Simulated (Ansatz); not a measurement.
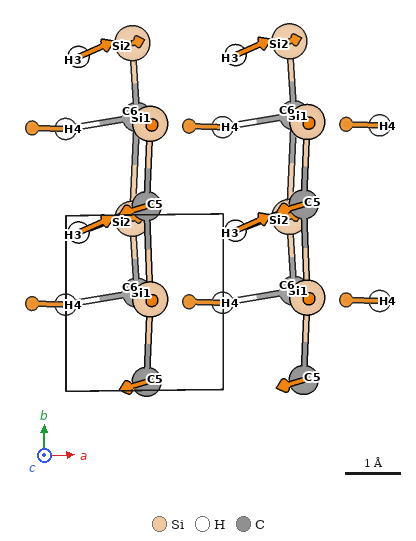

This is a relaxation of solid SiHC (a generated structure, set up in P1) (coarse preliminary run). The starting structure is drawn; orange arrows show the displacements (the part carried along by the change of the cell is left out), at their true length.

The picture is a ball-and-stick view of the cell of the calculation, repeated 2 × 2 × 1 with one cell outlined, seen along the c axis.

These are results of DFT PBE, scalar-relativistic, plane waves, PAW (Ansatz 0.2.0), not measurements.

The input:
```yaml
crystal:
  lattice:
    - [-0.0059669607, -0.0227040627, -2.9047819533]
    - [1.608654042, -2.821670725, -0.0190016191]
    - [-5.0530397598, -2.9527740581, -0.032597539]
  atoms:
    - { symbol: Si, position: [0.535852555, 0.5179113418, 0.8331272766] }
    - { symbol: Si, position: [0.4222474824, 0.9782152367, 0.3468006586] }
    - { symbol: H, position: [0.0797877439, 0.9036304826, 0.6699002872] }
    - { symbol: H, position: [-0.0027296905, 0.4938956952, 0.1793670164] }
    - { symbol: C, position: [0.5131601995, 1.0490289147, 0.6376119555] }
    - { symbol: C, position: [0.4516817096, 0.5573183289, 0.166526139] }
basis:
  ecutwfc: 420
kpoints:
  mp_grid: { grid: [8, 6, 4] }
hamiltonian:
  xc: pbe
scf:
  occupations: { method: gaussian, width: 0.2 }
  lower_state_search: "off"
output:
  forces: true
  stress: true
  eigenvalues: true
relax:
  adjacent_minimum: "off"
  f_tol: 0.025
  max_steps: 60
  cell: { stress_tol: 0.25 }
```

Command:
```bash
ansatz run input.yaml --threads 1 --pin off --max-ram 2560MiB --backend cpu --events-out ev --progress --plain --runs-dir out
```

Question: Atoms of which element are displaced furthest, and by how much?

Answer: Hydrogen: up to 1.79 Å, against 0.73 Å for carbon.

Question: What did the optimiser do to the structure, and how much energy did it gain?

Answer: The atom that moves furthest relative to the cell is H4 (1.79 Å along [−1 0 −2]). Largest moves by element: H 1.79 Å, C 0.73 Å, Si 0.33 Å. Cell: a 2.905 → 5.302 Å (+82.5 %), b 3.248 → 3.102 Å (−4.5 %), c 5.853 → 5.327 Å (−9.0 %), α 89.4° → 90.0°, β 89.4° → 96.8°, γ 89.3° → 89.9°. Volume +57.6 %. Some distances before and after: H4–C6 1.339 → 3.818 Å, Si1–Si1 2.905 → 5.302 Å, Si1–H4 2.442 → 1.505 Å, Si2–C6 2.149 → 1.776 Å. New bonds form, among them: Si1–H4 (2.44 → 1.51 Å). Bonds break, among them: H4–C6 (1.34 → 3.82 Å). Bond angles that change, for instance: Si1–C5–H3 70.2° → 107.1°, Si1–C5–Si2 134.8° → 111.8°, Si2–C5–H3 86.2° → 108.5°. The space group (tolerance 0.01 Å) goes from P1 (No. 1) to Pm (No. 6). After 38 accepted moves (42 points after the start) the energy has fallen by 742 meV per atom. The largest force component goes from 3.8 to 0.022 eV/Å. The pressure goes from −1.47 to 0.03 GPa. The SCF was repeated 4 times at an unchanged geometry on a basis and grid sized afresh for the cell, which shifted the energy by 49.5 meV per atom at most.
